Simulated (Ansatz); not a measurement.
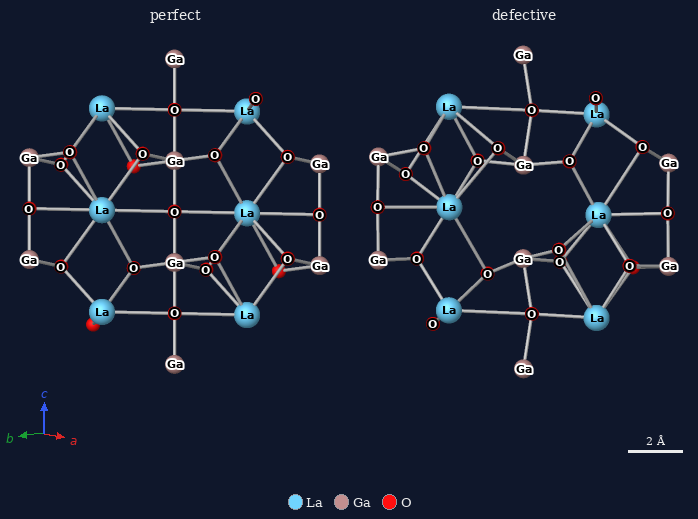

Left: perfect LaGaO$_{3}$. Right: the same region with one point defect, after relaxing the atoms in a supercell of 40 sites. Style: ball-and-stick. Shown: the atoms within 6.0 Å of one point, in a slice 3.4 Å thick across the line of sight, from a free direction.

Computed with DFT, PBEsol, PAW, plane waves in Ansatz. (plane-wave cutoff 420 eV; k-point mesh 1 × 1 × 1; mesh shifted by (0.25, 0.25, 0.25); no spin polarisation) Fermi-Dirac smearing of 0.01 eV. The axes drawn are those of the host's conventional cell.

What kind of defect was made?

An oxygen atom is taken out (a vacancy).

The charge state of the cell is 0.

What does the relaxation do around it?

Around the empty O site the host had 2 Ga at 1.93 Å; after relaxation the nearest atoms are 2 Ga at 1.76 to 1.78 Å. Of the host's atoms, an oxygen atom moves furthest from its site, by 0.43 Å.

Limits of the set-up: the periodic images lie only 7.7 Å apart, so the values are limited by the cell's size.
